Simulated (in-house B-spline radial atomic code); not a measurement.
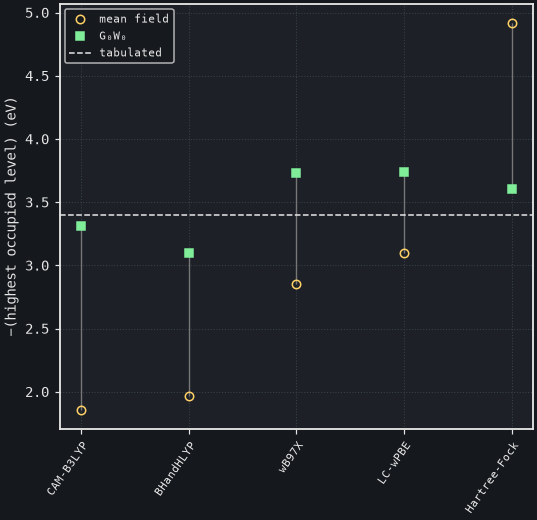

Binding energy of the highest level (2p) of F⁻ ([He] 2s² 2p⁶) on 5 mean-field starts and after G₀W₀. All-electron spherical atom, scalar X2C, no spin-orbit coupling, Breit or QED terms; computed with a B-spline radial code.

Q: Describe the starting-point dependence.

A: The mean-field values spread from 1.86 eV (CAM-B3LYP) to 4.92 eV (Hartree-Fock); after G₀W₀ they lie between 3.10 eV (BHandHLYP) and 3.74 eV (LC-wPBE), so the spread shrinks from 3.06 to 0.64 eV. The tabulated removal energy is 3.40 eV; the nearest G₀W₀ value is that on CAM-B3LYP (3.31 eV).

```csv
Start,Mean field (eV),G₀W₀ (eV),RPA correlation (hartree)
CAM-B3LYP,1.86,3.31,−0.573
BHandHLYP,1.97,3.10,−0.558
wB97X,2.85,3.73,−0.560
LC-wPBE,3.10,3.74,−0.560
Hartree-Fock,4.92,3.60,−0.509
```

Note: anion configuration assumed.
